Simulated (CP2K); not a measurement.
# AlNH3Cl (SMILES [NH2][AlH][Cl]): a first try and a second

Aim: the energy of AlNH3Cl at GFN1-xTB.

The calculation is run with CP2K 2026.2.

1 further run of the same task is left out (set aside as unsound or not needed).

## Step 1: The molecule

The species is AlNH3Cl (6 atoms), meant as a singlet with charge 0. As SMILES, `[NH2][AlH][Cl]`. The shape is that of a PBE0-D4/def2-TZVP optimisation.

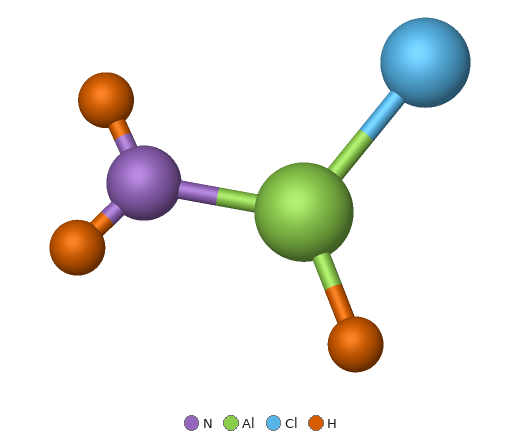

The structure, seen from a chosen angle (nitrogen purple, aluminium green, chlorine blue, hydrogen orange).

## Step 2: First attempt

The input, job.inp:

```
&global
  project job
  run_type ENERGY
  print_level MEDIUM
&end

&force_eval
  method Quickstep
  &dft
    &qs
      method XTB
      eps_default 1.0E-10
      &xtb
        gfn_type TBLITE
        &tblite
          method GFN1
        &end
        check_atomic_charges F
      &end
    &end
    &poisson
      periodic NONE
      POISSON_SOLVE ANALYTIC
    &end
    &scf
      scf_guess ATOMIC
      eps_scf 1.0E-06
      max_scf 150
      added_mos 4
      &diagonalization
        algorithm STANDARD
      &end
      &mixing
        method DIRECT_P_MIXING
        alpha 0.4
      &end
      &smear ON
        method FERMI_DIRAC
        electronic_temperature [K] 300
      &end
    &end
    &print
      &moments
        periodic F
        reference COM
        max_moment 1
      &end
      &mo ON
        energies T
        occupation_numbers T
        ndigits 6
        &each
          qs_scf 0
        &end
        add_last NUMERIC
      &end
      &hirshfeld OFF
      &end
    &end
  &end
  &subsys
    &cell
      abc 10.5 11.1 11.2
      periodic NONE
    &end
    &coord
      SCALED T
      N    0.42660000   0.56028378   0.42412054
      Al   0.53219048   0.53103153   0.54219196
      Cl   0.62132381   0.36186937   0.54594196
      H    0.37867619   0.63813063   0.41340625
      H    0.40550476   0.50208559   0.35804018
      H    0.55994286   0.62690541   0.64195982
    &end
  &end
&end
```

Command:

```bash
OMP_NUM_THREADS=1 cp2k.psmp -i job.inp > job.out 2>&1
```

The program printed:

```text
Possible matches for unknown keyword

 POISSON_SOLVE

   keyword POISSON_SOLVER in section %__ROOT__%FORCE_EVAL%DFT%POISSON score:  109
   keyword POISSON_SOLVER in section %__ROOT__%FORCE_EVAL%MM%POISSON score:  109
   keyword POISSON_SOLVER in section %__ROOT__%FORCE_EVAL%QMMM%PERIODIC%POISSON score:  109
   keyword POISSON in section %__ROOT__%FORCE_EVAL%DFT%POISSON score:  104
   keyword POISSON in section %__ROOT__%FORCE_EVAL%MM%POISSON score:  104

 *******************************************************************************
 *   ___                                                                       *
 *  /   \                                                                      *
 * [ABORT]                                                                     *
 *  \___/        found an unknown keyword POISSON_SOLVE in section POISSON     *
 *    |                                                                        *
 *  O/|                                                                        *
 * /| |                                                                        *
 * / \                                               input/input_parsing.F:253 *
 *******************************************************************************

 ===== Routine Calling Stack =====

            5 section_vals_parse
            4 section_vals_parse
            3 section_vals_parse
            2 section_vals_parse
            1 read_input

Program received signal SIGABRT: Process abort signal.

Backtrace for this error:
#0  0x50975ce9f957 in ???
#1  0x50977d754cac in __pthread_kill_implementation
#2  0x50977d6fbfb7 in raise
#3  0x50977d6e5d37 in abort
#4  0x50975d572d83 in ???
#5  0x50975d574297 in ???
#6  0x50975d6e42b7 in ???
#7  0x50975d6e38f7 in ???
#8  0x50975d6e38f7 in ???
#9  0x50975d6e38f7 in ???
#10  0x50975cfb9807 in ???
#11  0x50975d824e8b in ???
#12  0x50975d829d0b in ???
#13  0x50975cf40db3 in ???
#14  0x50975cf3ef13 in ???
#15  0x50977d6e6573 in __libc_start_call_main
#16  0x50977d6e6657 in __libc_start_main_impl
#17  0x50975cf3f06f in ???
#18  0xffffffffffffffff in ???
```

It took 0.53 s on 1 thread of Arm Neoverse N1, shared host; peak memory 0.13 GiB.

## Step 3: Diagnosis

The input was rejected.

The log says `\___/        found an unknown keyword POISSON_SOLVE in section POISSON`. The fault: the input text is malformed or holds a word that the program doesn't know.

## Step 4: Try two

The input, run.inp:

```
&GLOBAL
  PROJECT_NAME run
  RUN_TYPE ENERGY
  PRINT_LEVEL MEDIUM
&END

&FORCE_EVAL
  METHOD QUICKSTEP
  &DFT
    CHARGE 0
    MULTIPLICITY 1
    ! Quickstep
    &QS
      METHOD XTB
      EPS_DEFAULT 1.0E-10
      &XTB
        GFN_TYPE TBLITE
        &TBLITE
          METHOD GFN1
        &END
        CHECK_ATOMIC_CHARGES F
      &END
    &END
    ! isolated system
    &POISSON
      PERIODIC NONE
      POISSON_SOLVER ANALYTIC
    &END
    &SCF
      SCF_GUESS ATOMIC
      EPS_SCF 1.0E-06
      MAX_SCF 150
      ADDED_MOS 4
      &DIAGONALIZATION
        ALGORITHM STANDARD
      &END
      &MIXING
        METHOD DIRECT_P_MIXING
        ALPHA 0.4
      &END
      &SMEAR ON
        METHOD FERMI_DIRAC
        ELECTRONIC_TEMPERATURE [K] 300
      &END
    &END
    &PRINT
      &MOMENTS
        PERIODIC F
        REFERENCE COM
        MAX_MOMENT 1
      &END
      &MO ON
        ENERGIES T
        OCCUPATION_NUMBERS T
        NDIGITS 6
        &EACH
          QS_SCF 0
        &END
        ADD_LAST NUMERIC
      &END
      &HIRSHFELD OFF
      &END
    &END
  &END
  ! structure
  &SUBSYS
    ! vacuum box
    &CELL
      ABC [angstrom] 10.5 11.1 11.2
      PERIODIC NONE
    &END
    &COORD
      SCALED T
      N    0.42660000   0.56028378   0.42412054
      Al   0.53219048   0.53103153   0.54219196
      Cl   0.62132381   0.36186937   0.54594196
      H    0.37867619   0.63813063   0.41340625
      H    0.40550476   0.50208559   0.35804018
      H    0.55994286   0.62690541   0.64195982
    &END
  &END
&END
```

Command:

```bash
OMP_NUM_THREADS=1 cp2k.psmp -i run.inp > run.out 2>&1
```

The program printed:

```text
CP2K| version string:                                       CP2K version 2026.2
[...]
 GLOBAL| Method name                                                        CP2K
[...]
 GLOBAL| Run type                                                         ENERGY
[...]
                             - Atoms:                                          6
[...]
                             - Spherical basis functions:                     28
[...]
 Number of electrons:                                                         18
[...]
  *** SCF run converged in    12 steps ***
[...]
  Fermi energy:                                                -0.26403696933605
[...]
 TB_DIPOLE| Moment [Debye]         -0.97712843       1.22320960      -0.53722768
 TB_DIPOLE| Derivative [a.u.]       0.00000000       0.00000000       0.00000000
[...]
 ENERGY| Total FORCE_EVAL ( QS ) energy [hartree]            -10.448754137513722
[...]
```

Run time: 0.49 s. Hardware: 1 thread of Arm Neoverse N1, shared host; peak memory 0.14 GiB.

## Step 5: Results

At GFN1-xTB:

```
                                 quantity         value
                             total energy  -10.44875 Eh
dipole moment (from atomic charges alone)        1.66 D
                              HOMO energy     -11.04 eV
                              LUMO energy      -6.29 eV
                            HOMO–LUMO gap       4.75 eV
```

In words: The dipole comes from point charges on the atoms alone, without atomic dipoles, so it is partial.
